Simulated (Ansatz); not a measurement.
# Work function of Fe(110): what the settings cost and change, part 3 of 3

How thick a slab and how much vacuum does the work function of Fe(110) need?

Ansatz 0.2.0; plane-wave DFT, PBE, Ansatz PAW.

So far, work function, upper face (eV): step 2 (run, setting 1 layer) 4.46; step 9 (run, 10 atoms) 4.74; step 10 (slab, 13 atoms) 4.74; step 11 (slab, 7 atoms) 4.73; step 12 (run, 7 atoms) 4.74.

## 13. Run, 7 atoms (run 2)

The cell differs from the one that the last finished run ended in (c 26.176 → 38.176 Å).

input.yaml reads:

```yaml
crystal:
  lattice:
    - [2.029396462, -1.435, 0.0]
    - [2.029396462, 1.435, 0.0]
    - [0.0, 0.0, 38.176378772]
  atoms:
    - { symbol: Fe, position: [0.0, 0.0, 0.3405247019], spin: 2.5 }
    - { symbol: Fe, position: [0.5, 0.5, 0.3936831346], spin: 2.5 }
    - { symbol: Fe, position: [0.0, 0.0, 0.4468415673], spin: 2.5 }
    - { symbol: Fe, position: [0.5, 0.5, 0.5], spin: 2.5 }
    - { symbol: Fe, position: [0.0, 0.0, 0.5531584327], spin: 2.5 }
    - { symbol: Fe, position: [0.5, 0.5, 0.6063168654], spin: 2.5 }
    - { symbol: Fe, position: [0.0, 0.0, 0.6594752981], spin: 2.5 }
magnetization:
  spin_polarized: true
kpoints:
  mp_grid: { grid: [17, 17, 1] }
hamiltonian:
  xc: pbe
scf:
  occupations: { method: fermi_dirac, width: 0.1 }
  convergence: { dr2_threshold: 1.0e-09 }
efield:
  axis: 3
  dipole_correction: true
  ramp_position: 0.97
  ramp_width: 0.06
output:
  write_potential: true
  write_density: true
  volumetric_format: npy
```

Command:

```sh
$ ansatz run input.yaml --threads 4 --pin off --max-ram 6144MiB --backend cpu --events-out ev --progress --plain --runs-dir out
```

Numbers of over 12 decimals in the logs are rounded to 6 here.

The program printed:

```text
[...]
Crystal: 7 atoms, lattice volume = 222.353 Å³
Basis set: ecut = 420 eV, 4305 PW (Γ)
Bands: 78, of which v1, the nominal top of the filled ones, is band 56 counted from 1 (55 counted from 0)
Symmetry: 4 space group operations
k-points: 81 of 289
[...]
k-point 1 ↑: bands = [... 52 lower, 2.3968, 2.4078, 2.4205, 2.4471, 2.5096, 2.5282, 2.5802, 2.5813, ... 18 higher]
  k-point 2 ↑: bands = [... 52 lower, 2.3005, 2.3285, 2.3955, 2.4004, 2.4183, 2.5039, 2.5177, 2.5645, ... 18 higher]
  k-point 80 ↓: bands = [... 52 lower, 5.1949, 5.4564, 5.5319, 5.8523, 5.9119, 5.9552, 6.0222, 6.0768, ... 18 higher]
[key lines of the parts left out:]
SCF converged after 17 iterations
Magnetization: 16.7348 μB (64.3674 up, 47.6326 down)
Free energy (F): -31361.652874 eV
Fermi energy:    3.678576 eV
Dipole field:    D = -0.000001 V/Å  (p = -0.000002 e·Å, saw-weighted, corrected)
Work function:   Φ+ = 4.7377 eV   Φ− = 4.7376 eV
```

The job ended after 5 min (4 threads of Arm Neoverse N1, shared host; peak memory 2.7 GiB; 20 min of CPU time).

The work function is 4.738 eV, -0.000 eV from the run “7 layers, 14 Å of vacuum”, at 1.3 times its CPU time.

## 14. The series together

Times are for 4 threads of Arm Neoverse N1, shared host. The series side by side:

| no. | setting | work function, upper face (eV) | time | memory (GiB) |
| --- | --- | --- | --- | --- |
| 1 | 1 layer | 4.463 | 37 s | 0.63 |
| 2 | 2 layers | 4.753 | 1.7 min | 0.72 |
| 3 | 3 layers | 4.765 | 1.8 min | 0.92 |
| 4 | 4 layers | 4.746 | 2.6 min | 1.2 |
| 5 | 5 layers | 4.743 | 3.4 min | 1.5 |
| 6 | 6 layers | 4.736 | 4.7 min | 1.9 |
| 7 | 8 layers | 4.739 | 6.9 min | 2.7 |
| 8 | 10 layers | 4.739 | 11 min | 3.6 |
| 9 | 13 layers | 4.739 | 16 min | 5.3 |
| 10 | 7 layers, 10 Å of vacuum | 4.732 | 3.2 min | 1.8 |
| 11 | 7 layers, 14 Å of vacuum | 4.738 | 3.9 min | 2 |
| 12 | 7 layers, 26 Å of vacuum | 4.738 | 5 min | 2.7 |

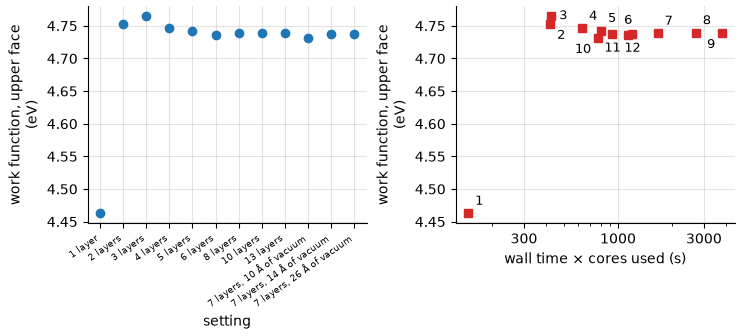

The series as plots; the last panel sets the first result against cost, with the runs numbered as in the table.

## 15. The same run with other settings

System of this step: Fe(110) monolayer. The cell holds 1 atom: 1 Fe. Its edges and angles: a = 2.485 Å, b = 2.485 Å, c = 18.000 Å, α = 90.0°, β = 90.0°, γ = 70.5°. Vacuum lies along c.

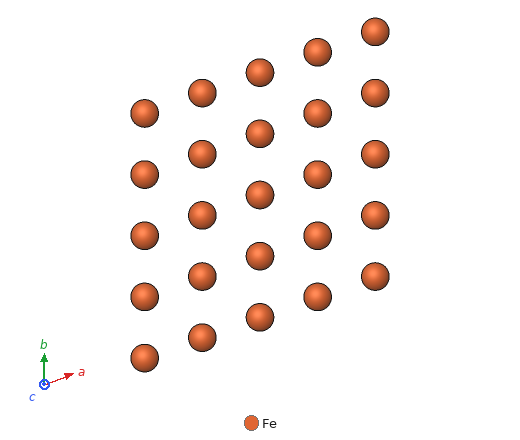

The cell of this step (iron orange). 4×4×1 cells are drawn. Some periodic images of atoms are drawn too.

An input spoilt on purpose, to show how the run answers: it repeats the earlier run “1 layer” with efield.amplitude to 0 and efield.dipole_correction from true to false, and scf.max_iter set to 80; its output block differs too.

input.yaml, the sections that differ from step 13:

```yaml
crystal:
  lattice:
    - [2.029396462, -1.435, 0.0]
    - [2.029396462, 1.435, 0.0]
    - [0.0, 0.0, 18.0]
  atoms:
    - { symbol: Fe, position: [0.0, 0.0, 0.5], spin: 2.5 }
scf:
  occupations: { method: fermi_dirac, width: 0.1 }
  convergence: { dr2_threshold: 1.0e-09 }
  max_iter: 80
efield:
  axis: 3
  dipole_correction: false
  ramp_position: 0.97
  ramp_width: 0.06
  amplitude: 0
# magnetization, kpoints, hamiltonian, output: as in step 13
```

The program printed:

```text
Error: invalid value for `efield.amplitude`: is zero with dipole_correction: false — the section would apply nothing; set a non-zero amplitude, enable dipole_correction, or remove the block
```

Wall time 0.02 s (4 threads); peak memory 0.07 GiB.

The input was rejected at the start.

The program's message: “Error: invalid value for `efield.amplitude`: is zero with dipole_correction: false — the section would apply nothing; set a non-zero amplitude, enable dipole_correction, or remove the block”

The fault put into the input: a field block that applies nothing.

## 16. Results

| Item | Value |
| --- | --- |
| work function, 1 layer | 4.463 eV |
| work function, 3 layers | 4.765 eV |
| work function, 6 layers | 4.736 eV |
| work function, 13 layers | 4.739 eV |

The thickest slab gives 4.74 eV, and the settings tried spread the value from 4.46 to 4.77 eV. At 18 Å of vacuum, the slabs from 2 layers on stay within 0.03 eV of the thickest. Going from 10 to 26 Å of vacuum moves it by 0.006 eV. The program marks the value as in doubt in “7 layers, 10 Å of vacuum”. The ladder's slabs use the tabulated experimental lattice constant (two decimals; a low-temperature value for the alkali metals). The magnetic order is the one reached from the typed start; other orders were not compared. In 1 run of the series (7 layers, 10 Å of vacuum) the program warns that electrons reach the sawtooth's ramp, which makes dipole and work function less sure.

Comparison with the measured values:

| quantity | measured | 13 layers |
| --- | --- | --- |
| work function (clean (110) face, a compiled value) (eV) | 5.12 | 4.74 (-0.38 eV) |

Measured values from arxiv:1902.07811 (2019).

How well it matches: The work function is off by -0.38 eV: a clear miss. The grades are ours: good and fair within 3 and 7 % for the work function. No cell relaxation is part of this session.

[Logs are printed without paths, hosts, clocks, repeated set-up lines and the standing remarks that a program may print on its own settings, such as how far it seeks lower states.]

[Hosts, paths, dates, database ids (printed as entryN), source tags and the programs' standing remarks are cut or masked in the printed files.]

[Maps of the electrostatic potential energy from Ansatz leave out the sawtooth potential of an applied field or a dipole correction, so their vacuum need not be flat; planar profiles and work functions include it.]
